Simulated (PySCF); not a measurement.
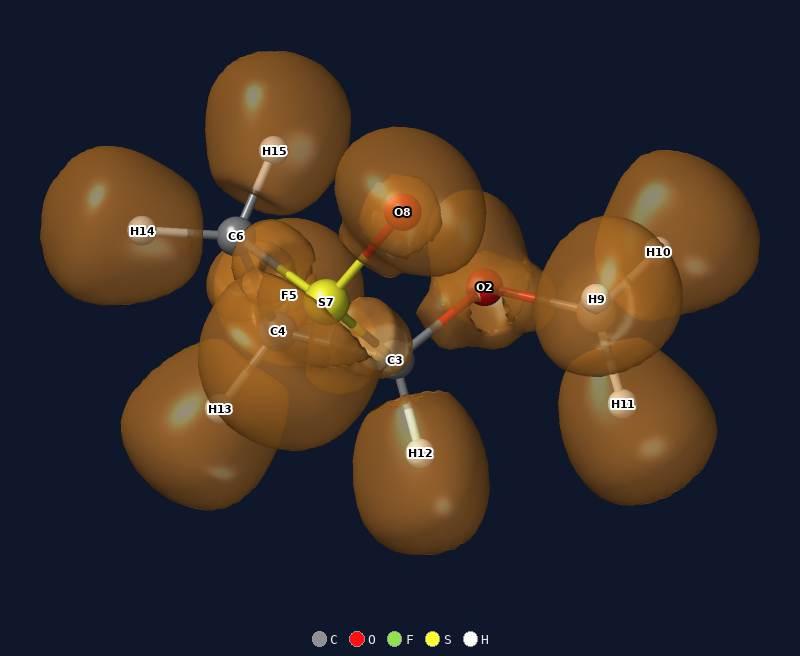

Figure. C$_{4}$H$_{7}$FO$_{2}$S. Isosurface of the ELF at 0.75 (orange), seen at an oblique angle. Only the valence region is drawn (cores and ρ < 0.01 e/Å³ removed).

Geometry: GFN2-xTB.

The calculation used PBE0/def2-SVPD, SCF density, gas phase (PySCF).

```tsv
atom	x (Å)	y (Å)	z (Å)
C	2.1445	0.4129	-0.7472
O	0.9059	-0.2652	-0.7910
C	0.2331	-0.3052	0.4022
C	-1.0654	-1.1116	0.3005
F	-1.0065	-2.1832	-0.5481
C	-1.9594	0.0233	-0.1658
S	-0.8380	1.2807	0.6396
O	-0.4437	2.2841	-0.3385
H	2.0074	1.4715	-0.5144
H	2.5754	0.3096	-1.7402
H	2.8110	-0.0437	-0.0065
H	0.8804	-0.5305	1.2588
H	-1.3599	-1.5057	1.2801
H	-2.9875	0.0172	0.1805
H	-1.9017	0.1540	-1.2433
```

Identify the bonds, lone pairs and shells in this picture.

The ELF exceeds this value in two regions between bonded C–C atoms (shared pairs), seven regions around hydrogen nuclei, one region on F in which the atom's valence shell and bonds are merged, two regions on O in which the atom's valence shell and bonds are merged and one region on S in which the atom's valence shell and bonds are merged. Profiles from the grid: C–F (1.37 Å): the ELF peaks at about 0.85 between the atoms: a polar covalent bond. C–O (1.37 Å): the ELF peaks at about 0.90 between the atoms, as expected for a shared but strongly polarised pair.
